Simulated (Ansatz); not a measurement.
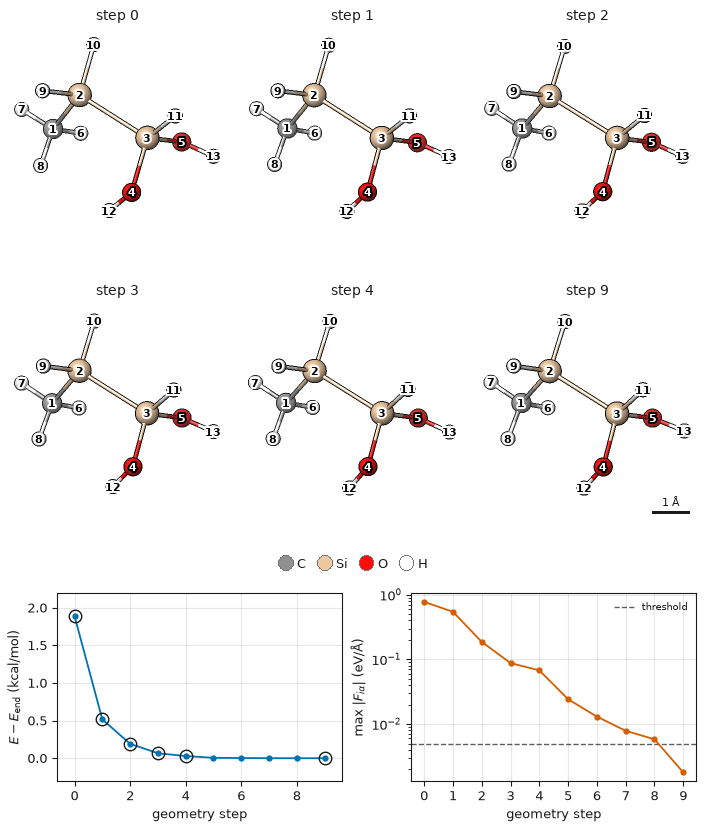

Frames of a relaxation of CH8O2Si2, marked on the history of the run. The picture is a ball-and-stick view, seen at a tilt.

The start comes from PBE-D4/def2-SVP.

All numbers below come from RKS PBE0-D4/def2-TZVP (Ansatz).

Input
```yaml
crystal:
  periodic: [false, false, false]
  atoms:
    - {symbol: C, position_ang: [-1.828617, 0.680798, -0.161275]}
    - {symbol: Si, position_ang: [-0.208057, 0.983363, 0.783736]}
    - {symbol: Si, position_ang: [1.384599, -0.576631, 0.043086]}
    - {symbol: O, position_ang: [0.932954, -2.154068, 0.440755]}
    - {symbol: O, position_ang: [1.402308, -0.304307, -1.623213]}
    - {symbol: H, position_ang: [-1.649524, 0.761100, -1.252175]}
    - {symbol: H, position_ang: [-2.604621, 1.418751, 0.124041]}
    - {symbol: H, position_ang: [-2.229748, -0.331821, 0.048175]}
    - {symbol: H, position_ang: [-0.437363, 0.823891, 2.266936]}
    - {symbol: H, position_ang: [0.279452, 2.390720, 0.545040]}
    - {symbol: H, position_ang: [2.767070, -0.474670, 0.629209]}
    - {symbol: H, position_ang: [0.005076, -2.370156, 0.242217]}
    - {symbol: H, position_ang: [2.071771, -0.808170, -2.121233]}
basis:
  gaussian: {orbitals: def2-TZVP}
hamiltonian: {xc: pbe0, dispersion: d4}
relax: {f_tol: 0.005, max_steps: 150}
```

Launched with:
```bash
ansatz run in.yaml --threads 4 --pin off --events-out ev --progress --plain --max-ram 10444MiB
```

**What happens along the run?**

After 9 geometry steps the energy has fallen by 1.89 kcal/mol. The largest force component goes from 0.78 to 0.0018 eV/Å. H12 moves most after the best rigid fit: 0.15 Å. Largest moves by element: H 0.15 Å, O 0.07 Å, C 0.06 Å, Si 0.04 Å. Near-neighbour distances that change, for instance: Si3–O4 1.688 → 1.651 Å, C1–Si2 1.900 → 1.880 Å, Si2–H10 1.508 → 1.491 Å, C1–H6 1.108 → 1.092 Å. Bond angles that change, for instance: Si3–O4–H12 114.5° → 117.4°, C1–Si2–Si3 108.4° → 111.1°, Si2–Si3–H11 117.1° → 114.6°. From step 0 to 1: H12 moves most (0.07 Å), energy −1.37 kcal/mol. From step 1 to 2: H10 moves most (0.04 Å), energy −0.32 kcal/mol. From step 2 to 3: H atoms move most (0.03 Å), energy −0.13 kcal/mol. From step 3 to 4: H12 moves most (0.06 Å), energy −0.04 kcal/mol. From step 4 to 9: H13 moves most (0.04 Å), energy −0.03 kcal/mol.
